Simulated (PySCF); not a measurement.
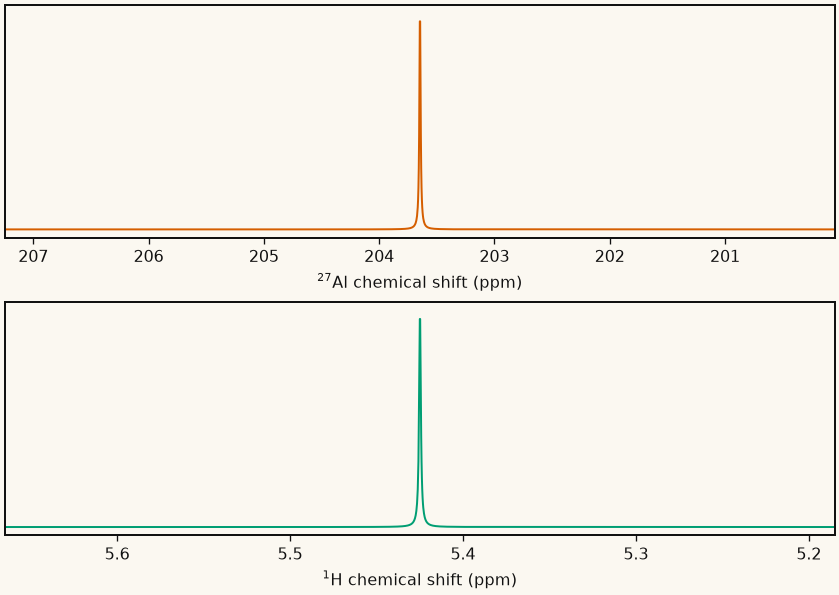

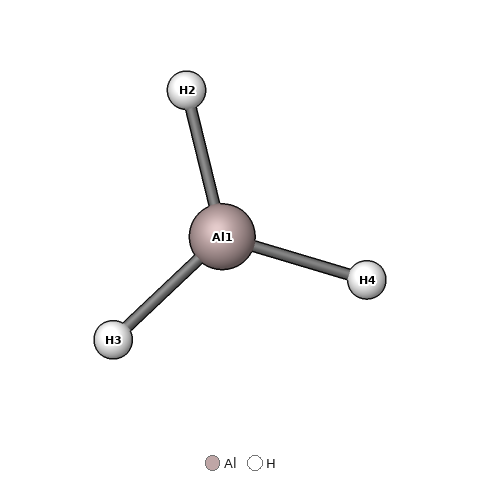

Spectrum and numbered structure of AlH₃ (aluminum trihydride), SMILES [AlH3], singlet. GIAO shifts, PBE0/IGLO-III in PySCF, at a PBE0-D3(BJ)/def2-SVP geometry (no frequency check), against AlH₄⁻ for ²⁷Al and TMS for ¹H computed at the same level (²⁷Al: the usual scale starts at aqueous Al³⁺ instead). Gas phase, fully decoupled, line heights follow the number of nuclei, widths are arbitrary (no quadrupolar broadening); values of one conformer, averaged over methyl-type rotors and exact or near symmetry.

### Where does the ²⁷Al line lie?

At 203.6 ppm (Al1).

### Where does the ¹H line lie?

At 5.42 ppm (H2, H3 and H4).
